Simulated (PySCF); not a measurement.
```xyz
14

N     2.0462    1.0247    0.7397
B     1.4429    0.5886   -0.4232
Si    0.3946   -1.0649   -0.4234
C    -1.4718   -0.7110   -0.7321
Si   -2.2454    0.5094    0.4827
H     2.5860    1.8725    0.8187
H     1.9988    0.5263    1.6143
H     1.5891    1.2758   -1.3689
H     0.4253   -1.8131    0.8581
H     0.7755   -2.0847   -1.4261
H    -2.0189   -1.6533   -0.7048
H    -1.5809   -0.3263   -1.7469
H    -1.6312    1.8376    0.4325
H    -2.3108    0.0180    1.8573
```

Geometry: GFN2-xTB.

All numbers below come from UKS B3LYP, pcH-1 on B C H N Si, non-relativistic, mean-field spin-orbit, GIAO (PySCF 2.14.0, density-fitted response routines).

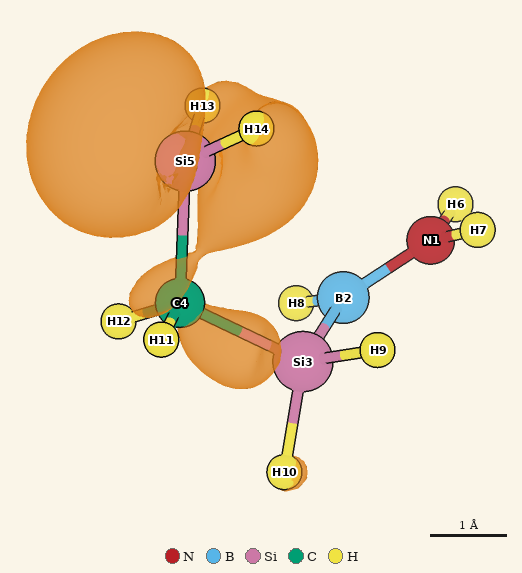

CH₉BNSi₂ (SMILES NB[SiH2]C[SiH2]) (doublet). Isosurface of the spin density at +0.015 e/Å³ (orange), seen at an oblique angle.

**Which atoms carry the spin?**

The unpaired spin (1 electron) lies mostly on Si5 (about 0.8), in electrons by Hirshfeld's partition.
